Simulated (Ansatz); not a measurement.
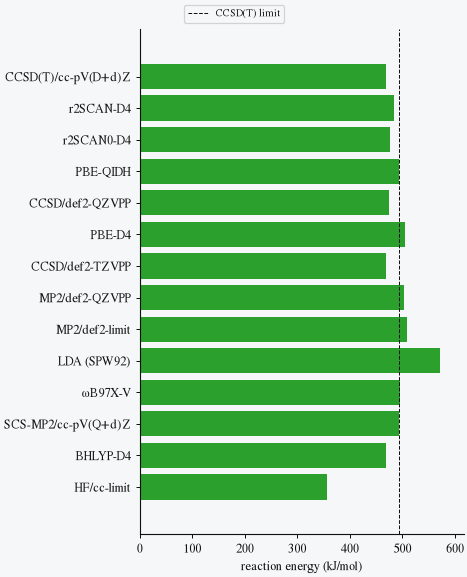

Electronic reaction energy of BH₃S (BS) → BH₂ ([BH2]) [doublet] + HS ([SH]) [doublet] (SMILES in brackets) at several levels (functionals in def2-TZVPP unless a basis is named), isolated molecules at PBE0-D4 triple-zeta geometries, minima by their frequencies, no zero-point or thermal terms, the Ansatz code. The line is frozen-core CCSD(T) at the basis limit (scheme: direct). PBE-QIDH holds a correlation term that converges slowly with the basis, so part of the distance to the limit is basis error. No dispersion term is added to PBE-QIDH. The distance of CCSD(T)/cc-pV(D+d)Z, CCSD/def2-QZVPP, CCSD/def2-TZVPP, MP2/def2-QZVPP and SCS-MP2/cc-pV(Q+d)Z to the limit includes basis error. The limit lies 11.0 kJ/mol from CCSD(T)/def2-TZVPP, so the line itself is uncertain by a part of that.

### What range do the values span, the line included?

From 357.5 kJ/mol (HF/cc-limit) to 572.1 kJ/mol (LDA (SPW92)).

### What do zero-point energy and temperature add?

Zero-point change −25.5 kJ/mol; at 298.15 K and 1 bar the CCSD(T) limit plus thermal terms gives an enthalpy of reaction of 476.2 and a free energy of 432.4 kJ/mol (harmonic PBE0-D4 modes, ideal gas).
